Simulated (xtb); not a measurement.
Frequency calculation, with input and output: CuN$_{2}$H$_{10}$O$_{2}$ (charge +2) (part 1 of 2)

System: CuN$_{2}$H$_{10}$O$_{2}$, charge +2, multiplicity 2.
Method: GFN2-xTB (xtb 6.7.1 later snapshot).

The geometry was optimised with GFN2-xTB.

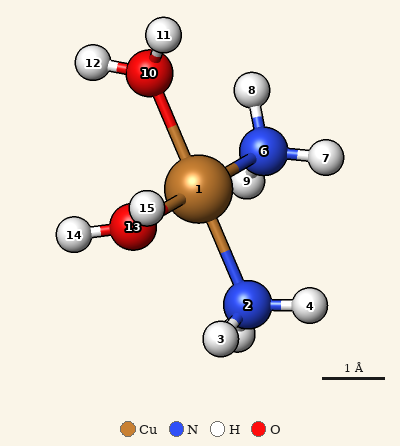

**Figure 1.** The structure (ball-and-stick view, seen at a tilt; atoms are numbered from 1 in the order of the input). Sticks mark near contacts.

## Input file (geom.xyz)
```
15
CuH10N2O2
Cu    -0.09782    -0.09756     0.00188
N      1.94479    -0.14490    -0.01381
H      2.23441    -1.12410    -0.06266
H      2.36001     0.24962     0.83120
H      2.35692     0.33134    -0.81710
N     -0.13957     1.94538    -0.01638
H      0.35952     2.37054     0.76596
H     -1.11634     2.23873     0.05411
H      0.23270     2.34410    -0.87926
O     -2.14248    -0.05354     0.02245
H     -2.64950    -0.32028     0.80357
H     -2.66326    -0.28522    -0.76076
O     -0.05949    -2.14259     0.01570
H     -0.33418    -2.66197    -0.75443
H     -0.28571    -2.64955     0.80952
```

## File xtb.inp
```
$hess
   step=0.005
$end
```

Hardware: 1 thread of Arm Neoverse V2, 24 GiB of memory available, shared host.

Launched with:
```bash
xtb geom.xyz --input xtb.inp --gfn 2 -c 2 --uhf 1 --hess -P 1 > run.log
```

## What the program printed
```
* xtb version 6.7.1
   ID    Z sym.   atoms
    1   29 Cu     1
    2    7 N      2, 6
    3    1 H      3-5, 7-9, 11, 12, 14, 15
    4    8 O      10, 13

           -------------------------------------------------
          |                Calculation Setup                |
           -------------------------------------------------

          program call               : xtb geom.xyz --input xtb.inp --gfn 2 -c 2 --uhf 1 --hess -P 1
          coordinate file            : geom.xyz
          omp threads                :                     1

molecular fragmentation (1/2 indicates fragments):
111111111111222
# atoms in fragment 1/2:    12     3
 fragment masses (1/2) :      115.62       18.02
CMA distance (Bohr)    :   4.550
constraining FC (au)   :  0.0500

           -------------------------------------------------
          |                 G F N 2 - x T B                 |
           -------------------------------------------------

      * Hamiltonian:
        H0-scaling (s, p, d)           1.850000    2.230000    2.230000
        zeta-weighting                 0.500000
      * Dispersion:
        s8                             2.700000
        a1                             0.520000
        a2                             5.000000
        s9                             5.000000
      * Repulsion:
        kExp                           1.500000    1.000000
        rExp                           1.000000
      * Coulomb:
        alpha                          2.000000
        third order                    shell-resolved
        anisotropic                    true
        a3                             3.000000
        a5                             4.000000
        cn-shift                       1.200000
        cn-exp                         4.000000
        max-rad                        5.000000

          ...................................................
          :                      SETUP                      :
          :.................................................:
          :  # basis functions                  36          :
          :  # atomic orbitals                  35          :
          :  # shells                           21          :
          :  # electrons                        41          :
          :  max. iterations                   250          :
          :  Hamiltonian                  GFN2-xTB          :
          :  restarted?                      false          :
          :  GBSA solvation                  false          :
          :  PC potential                    false          :
          :  electronic temp.          300.0000000     K    :
          :  accuracy                    1.0000000          :
          :  -> integral cutoff          0.2500000E+02      :
          :  -> integral neglect         0.1000000E-07      :
          :  -> SCF convergence          0.1000000E-05 Eh   :
          :  -> wf. convergence          0.1000000E-03 e    :
          :  Broyden damping             0.4000000          :
          :  net charge                          2          :
          :  unpaired electrons                  1          :
          ...................................................

 iter      E             dE          RMSdq      gap      omega  full diag
   1    -22.0928000 -0.220928E+02  0.508E+00    8.38       0.0  T
   2    -22.1620170 -0.692169E-01  0.234E+00    8.45       1.0  T
   3    -22.1691218 -0.710481E-02  0.154E+00    8.70       1.0  T
   4    -22.1702969 -0.117510E-02  0.523E-01    8.64       1.0  T
   5    -22.1705874 -0.290539E-03  0.103E-01    8.56       1.0  T
   6    -22.1706007 -0.132656E-04  0.733E-02    8.57       1.0  T
   7    -22.1706045 -0.383272E-05  0.100E-02    8.57       2.6  T
   8    -22.1706046 -0.104576E-06  0.379E-03    8.57       6.8  T
   9    -22.1706047 -0.814900E-07  0.121E-03    8.57      21.4  T
  10    -22.1706047 -0.647723E-08  0.387E-04    8.57      66.6  T
  11    -22.1706047 -0.281791E-09  0.110E-04    8.57     234.6  T

   *** convergence criteria satisfied after 11 iterations ***

         #    Occupation            Energy/Eh            Energy/eV
      -------------------------------------------------------------
         1        2.0000           -1.0424248             -28.3658
       ...           ...                  ...                  ...
        15        2.0000           -0.8180269             -22.2596
        16        2.0000           -0.8036947             -21.8696
        17        2.0000           -0.7806161             -21.2416
        18        2.0000           -0.7765089             -21.1299
        19        2.0000           -0.7745752             -21.0773
        20        2.0000           -0.7661367             -20.8476
        21        1.0000           -0.7224898             -19.6599 (HOMO)
        22                         -0.4076511             -11.0928 (LUMO)
        23                         -0.3644498              -9.9172
        24                         -0.3019174              -8.2156
        25                         -0.2940582              -8.0017
        26                         -0.2449897              -6.6665
       ...                                ...                  ...
        35                          0.1109535               3.0192
      -------------------------------------------------------------
                  HL-Gap            0.3148387 Eh            8.5672 eV
             Fermi-level           -0.6546918 Eh          -17.8151 eV

 SCC (total)                   0 d,  0 h,  0 min,  0.005 sec
 SCC setup                      ...        0 min,  0.000 sec (  1.273%)
 Dispersion                     ...        0 min,  0.000 sec (  0.804%)
 classical contributions        ...        0 min,  0.000 sec (  0.165%)
 integral evaluation            ...        0 min,  0.001 sec ( 12.711%)
 iterations                     ...        0 min,  0.003 sec ( 56.481%)
 molecular gradient             ...        0 min,  0.001 sec ( 26.709%)
 printout                       ...        0 min,  0.000 sec (  1.673%)

         :::::::::::::::::::::::::::::::::::::::::::::::::::::
         ::                     SUMMARY                     ::
         :::::::::::::::::::::::::::::::::::::::::::::::::::::
         :: total energy             -22.001492946864 Eh    ::
         :: gradient norm              0.000043722774 Eh/a0 ::
         :: HOMO-LUMO gap              8.567197274078 eV    ::
         ::.................................................::
         :: SCC energy               -22.170564684621 Eh    ::
         :: -> isotropic ES            0.385352743492 Eh    ::
         :: -> anisotropic ES         -0.021942654351 Eh    ::
         :: -> anisotropic XC          0.003563295139 Eh    ::
         :: -> dispersion             -0.005759496988 Eh    ::
         :: repulsion energy           0.169071737758 Eh    ::
         :: add. restraining           0.000000000000 Eh    ::
         :: total charge               2.000000000000 e     ::
         :::::::::::::::::::::::::::::::::::::::::::::::::::::

           -------------------------------------------------
          |                Numerical Hessian                |
           -------------------------------------------------
step length          :   0.00500
SCC accuracy         :   0.30000
Hessian scale factor :   1.00000
frozen atoms in %    :   0.00000    0
RMS gradient         :   0.00004
estimated CPU  time      0.01 min

writing file <hessian>, containing the non-mass-weighted Hessian matrix in atomic units (Eₕ/Bohr²).

 projected vibrational frequencies (cm⁻¹)
eigval :       -0.00    -0.00    -0.00    -0.00     0.00     0.00
eigval :       23.20    37.43    90.72   133.37   134.57   147.50
eigval :      152.35   159.56   177.12   182.65   339.02   359.28
eigval :      374.85   388.41   508.02   511.93   544.97   576.85
eigval :      607.64   610.23   623.21  1238.31  1264.02  1438.06
eigval :     1442.95  1448.62  1460.88  1461.43  1465.46  3348.24
eigval :     3349.67  3359.13  3366.13  3369.70  3372.68  3468.25
eigval :     3472.13  3493.61  3499.20
           -------------------------------------------------
          |                Property Printout                |
           -------------------------------------------------

    * Orbital Energies and Occupations

         #    Occupation            Energy/Eh            Energy/eV
      -------------------------------------------------------------
         1        2.0000           -1.0424250             -28.3658
       ...           ...                  ...                  ...
         9        2.0000           -0.8648233             -23.5330
        10        2.0000           -0.8633186             -23.4921
        11        2.0000           -0.8595009             -23.3882
        12        2.0000           -0.8567654             -23.3138
        13        2.0000           -0.8248608             -22.4456
        14        2.0000           -0.8214606             -22.3531
        15        2.0000           -0.8180266             -22.2596
        16        2.0000           -0.8036948             -21.8696
        17        2.0000           -0.7806155             -21.2416
        18        2.0000           -0.7765083             -21.1299
        19        2.0000           -0.7745744             -21.0772
        20        2.0000           -0.7661360             -20.8476
        21        1.0000           -0.7224893             -19.6599 (HOMO)
        22                         -0.4076510             -11.0927 (LUMO)
        23                         -0.3644497              -9.9172
        24                         -0.3019173              -8.2156
        25                         -0.2940583              -8.0017
        26                         -0.2449897              -6.6665
        27                         -0.1517657              -4.1298
        28                         -0.1500517              -4.0831
        29                         -0.1477752              -4.0212
        30                         -0.1316610              -3.5827
        31                         -0.0920831              -2.5057
        32                         -0.0843861              -2.2963
       ...                                ...                  ...
        35                          0.1109535               3.0192
      -------------------------------------------------------------
                  HL-Gap            0.3148383 Eh            8.5672 eV
             Fermi-level           -0.6546913 Eh          -17.8151 eV

     #   Z          covCN         q      C6AA      α(0)
     1  29          2.604     0.540   140.812    27.020
     2   7          3.299    -0.320    28.221     7.890
     3   1          0.859     0.264     0.831     1.428
     4   1          0.860     0.259     0.850     1.445
     5   1          0.860     0.259     0.850     1.444
     6   7          3.299    -0.320    28.220     7.890
     7   1          0.860     0.259     0.850     1.444
     8   1          0.859     0.264     0.831     1.428
     9   1          0.860     0.259     0.850     1.445
    10   8          2.190    -0.480    22.410     6.393
    11   1          0.804     0.374     0.534     1.148
    12   1          0.804     0.374     0.534     1.148
    13   8          2.190    -0.480    22.410     6.394
    14   1          0.804     0.374     0.534     1.148
    15   1          0.804     0.374     0.534     1.148
```
